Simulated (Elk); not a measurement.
Band structure of NaSn2Pd3 (P6mm, 6 atoms in the cell).

```xyz
6
Lattice="5.8883 0.0000 0.0000 -2.9441 5.0994 0.0000 0.0000 0.0000 4.3490" Properties=species:S:1:pos:R:3 pbc="T T T"
Na     0.0000     0.0000     0.8377
Sn     2.9441     1.6998     2.1577
Sn     0.0000     3.3996     2.1577
Pd    -1.4721     2.5497     4.3273
Pd     2.9441     0.0000     4.3273
Pd     1.4721     2.5497     4.3273
```

Computed with PBEsol, all-electron FP-LAPW, Elk's shipped species files, default APW+lo basis in Elk 10.2.4.

Settings: xctype = 22; stype = 0; swidth = 0.00183747 Ha; ngridk = 5 5 5; rmtscf = 0.94; maxscl = 100.

The starting cell comes from a database of computed structures (which also holds hypothetical and non-ambient phases and stackings), without a prior relaxation at this level. Its lattice was rescaled by a random factor within 2.5 % of one. Spin polarisation is off. Values depend on the basis (sphere radii, cutoffs, local orbitals), which need not be converged.

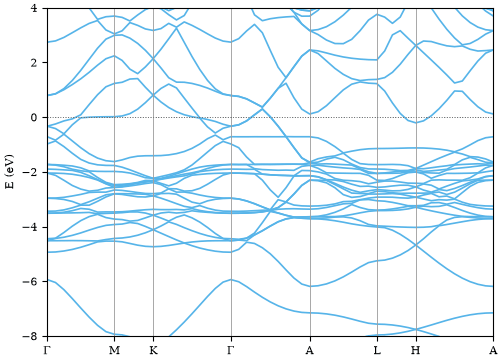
Figure: Bands along the path, energies from the Fermi level.

Levels in eV from the Fermi level, bands 49 to 56:
```json
[
 {"point": "Γ", "49": "-0.98", "50": "-0.72", "51": "-0.33", "52": "-0.33", "53": "0.79", "54": "0.79", "55": "2.74", "56": "4.16"},
 {"point": "M", "49": "-1.77", "50": "-1.62", "51": "0.02", "52": "1.23", "53": "2.24", "54": "2.99", "55": "3.04", "56": "3.69"},
 {"point": "K", "49": "-2.24", "50": "-1.41", "51": "0.80", "52": "0.80", "53": "2.14", "54": "2.14", "55": "3.17", "56": "4.04"},
 {"point": "A", "49": "-1.67", "50": "-1.67", "51": "-1.64", "52": "-0.72", "53": "0.11", "54": "2.46", "55": "2.46", "56": "3.16"},
 {"point": "L", "49": "-2.06", "50": "-1.90", "51": "-1.74", "52": "-1.15", "53": "1.23", "54": "1.38", "55": "2.09", "56": "3.76"},
 {"point": "H", "49": "-1.93", "50": "-1.88", "51": "-1.88", "52": "-1.13", "53": "-0.21", "54": "2.62", "55": "2.62", "56": "4.11"}
]
```

Bands cross the Fermi level along this path, so the cell is metallic at this level.
